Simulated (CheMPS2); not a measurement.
# DMRG/STO-6G (ground state) run of doublet GeO+

Aim: the energy of doublet GeO+. 

The calculation is run with CheMPS2 1.8.12.

6 further runs of the same task are left out: 3 that didn't finish, 3 set aside as unsound or not needed.

## (1) The system as given

GeO+ has 2 atoms, charge +1, and is taken as a doublet. SMILES of the parent species: `[O]=[Ge]`. Geometry: a GFN2-xTB relaxation, a rough one for these elements and not checked as a minimum. That shape belongs to the parent species and isn't relaxed for this state.

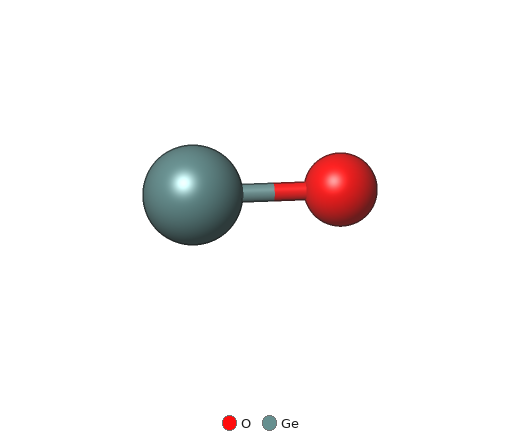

The structure, seen from a chosen angle (oxygen red, germanium teal).

## (2) A single-point energy at DMRG/STO-6G (ground state)

prepare.py

```python
from pyscf import ao2mo, gto, mcscf, mp, scf
from pyscf.tools import fcidump

mol = gto.M(atom=[
    ("O", (0.000000, 0.000000, 0.000000)),
    ("Ge", (0.000000, 0.000000, 1.576490)),
], basis="sto-6g", charge=1, spin=1, verbose=3)
print("nao = %d" % (mol.nao))
mf = scf.ROHF(mol)
mf.conv_tol = 1e-10
mf.max_cycle = 200
mf.kernel()
if not mf.converged:
    mf = mf.newton().run(mf.mo_coeff, mf.mo_occ)
print("SCF energy = %.10f" % (mf.e_tot))
occ_no, mo = mcscf.addons.make_natural_orbitals(mp.MP2(mf.to_uhf(), frozen=10).run())
mf.mo_coeff = mo
cas = mcscf.CASCI(mf, 13, 19)
h1, ecore = cas.get_h1eff()
fcidump.from_integrals("FCIDUMP", h1, cas.get_h2eff(), 13, 19, nuc=ecore, ms=1)
ci = mcscf.CASCI(mf, 13, (10, 9))
ci.fix_spin_(ss=0.75)
ci.fcisolver.conv_tol = 1e-10
ci.fcisolver.max_cycle = 200
ci.kernel()
print(f"E(FCI) = {ci.e_tot:.10f}")
```

chemps2.input

```
FCIDUMP = FCIDUMP
GROUP = 0
MULTIPLICITY = 2
NELECTRONS = 19
IRREP = 0
EXCITATION = 0
SWEEP_STATES = 50, 75, 100, 100
SWEEP_ENERGY_CONV = 1e-05, 1e-05, 1e-05, 1e-07
SWEEP_MAX_SWEEPS = 2, 2, 4, 6
SWEEP_NOISE_PREFAC = 0.5, 0.5, 0.5, 0.0
SWEEP_DVDSON_RTOL = 3e-04, 3e-04, 3e-04, 3e-05
NOCC = 0
NACT = 13
NVIR = 0
MOLCAS_FIEDLER = TRUE
PRINT_CORR = TRUE
TMP_FOLDER = .
```

Started as:

```console
$ python prepare.py && chemps2 --file=chemps2.input
```

Standard output:

```text
$ python prepare.py
nao = 23
converged SCF energy = -2138.54449106154
SCF energy = -2138.5444910615
E(UMP2) = -2138.62489938358  E_corr = -0.0804083220496462
E(SCS-UMP2) = -2138.6234606175  E_corr = -0.078969555962882
CASCI E = -2138.68308987785  E(CI) = -134.593933594683  S^2 = 0.7500000
E(FCI) = -2138.6830898779

$ chemps2 --file=chemps2.input

Running chemps2 version 1.8.12 () with the following options:

   FCIDUMP            = FCIDUMP
   GROUP              = c1
   MULTIPLICITY       = 2
   NELECTRONS         = 19
   IRREP              = A
   EXCITATION         = 0
   SWEEP_STATES       = [ 50 ; 75 ; 100 ; 100 ]
   SWEEP_ENERGY_CONV  = [ 1e-05 ; 1e-05 ; 1e-05 ; 1e-07 ]
   SWEEP_MAX_SWEEPS   = [ 2 ; 2 ; 4 ; 6 ]
   SWEEP_NOISE_PREFAC = [ 0.5 ; 0.5 ; 0.5 ; 0 ]
   SWEEP_DVDSON_RTOL  = [ 0.0003 ; 0.0003 ; 0.0003 ; 3e-05 ]
   NOCC               = [ 0 ]
   NACT               = [ 13 ]
   NVIR               = [ 0 ]
   MOLCAS_2RDM        =
   MOLCAS_3RDM        =
   MOLCAS_F4RDM       =
   MOLCAS_FOCK        =
   MOLCAS_FIEDLER     = TRUE
   MOLCAS_MPS         = FALSE
   MOLCAS_STATE_AVG   = FALSE
   PRINT_CORR         = TRUE
   TMP_FOLDER         = .

CheMPS2::Hamiltonian : Reading FCIDUMP file FCIDUMP
CheMPS2::Hamiltonian : Finished reading FCIDUMP file FCIDUMP
   EdmistonRuedenberg::FiedlerGlobal : Cost function at start = 61.4833843428934
[... 31 lines left out ...]
***     Maximum discarded weight = 0
[... 34 lines left out ...]
***     Minimum energy           = -2138.68301076611
[... 7 lines left out ...]
***     Maximum discarded weight = 8.49397959261107e-06
[... 14 lines left out ...]
***     Maximum discarded weight = 1.52672430766252e-06
[... 13 lines left out ...]
***     Minimum energy           = -2138.68307659774
[... 7 lines left out ...]
***     Maximum discarded weight = 2.38319745134982e-06
[... 14 lines left out ...]
***     Maximum discarded weight = 5.99241530138292e-07
[... 13 lines left out ...]
***     Minimum energy           = -2138.68308504083
[... 7 lines left out ...]
***     Maximum discarded weight = 1.08196283586056e-06
[... 14 lines left out ...]
***     Maximum discarded weight = 1.09727321052119e-06
[... 14 lines left out ...]
***     Maximum discarded weight during the last sweep     = 1.10246386471685e-06
[... 78 lines left out ...]
Singlet diradical correlation function = < d_i,up d_j,down > + < d_i,down d_j,up > - < d_i,up > * < d_j,down > - < d_i,down > * < d_j,up >
Hamiltonian index order is used!

   Columns 1 to 8

   -0.000000    0.000006    0.000007    0.000007    0.000008   -0.000000    0.000003    0.000001
    0.000006   -0.000000    0.000007    0.000007    0.000008   -0.000000    0.000003    0.000001
    0.000007    0.000007   -0.000000    0.000013    0.000031    0.000004    0.000097    0.000013
[... 9 lines of this table left out ...]
    0.000005    0.000005    0.000055    0.000055    0.000635    0.003644    0.003130    0.001904

   Columns 9 to 13

    0.000001    0.000002    0.000021    0.000021    0.000005
    0.000001    0.000002    0.000026    0.000026    0.000005
    0.000009   -0.000025    0.000158    0.000088    0.000055
[... 9 lines of this table left out ...]
    0.001904    0.005993    0.003063    0.003063   -0.000441

--------------------------------------------------------
Two-orbital mutual information = 0.5 * ( s1(i) + s1(j) - s2(i,j) ) * ( 1 - delta(i,j) )
Hamiltonian index order is used!

   Columns 1 to 8

    0           0.000082    0.000028    0.000028    0.000026    0.000011    0.000019    0.000019
    0.000082    0           0.000028    0.000028    0.000026    0.000011    0.000019    0.000019
    0.000028    0.000028    0           0.000043    0.000082    0.000007    0.000095    0.000010
[... 9 lines of this table left out ...]
    0.000021    0.000021    0.000107    0.000107    0.002590    0.011771    0.018352    0.002437

   Columns 9 to 13

    0.000019    0.000000    0.000072    0.000072    0.000021
    0.000019    0.000000    0.000078    0.000078    0.000021
    0.000330    0.000022    0.000467    0.000236    0.000107
[... 9 lines of this table left out ...]
    0.002437    0.025174    0.002794    0.002794    0

--------------------------------------------------------
```

Run time: 29 s. Hardware: 1 thread of Arm Neoverse V2, shared host; peak memory 0.16 GiB.

## (3) Outcome

Level: DMRG/STO-6G (ground state), 10 core orbitals frozen.

```
    quantity           value
total energy  -2138.68309 Eh
```
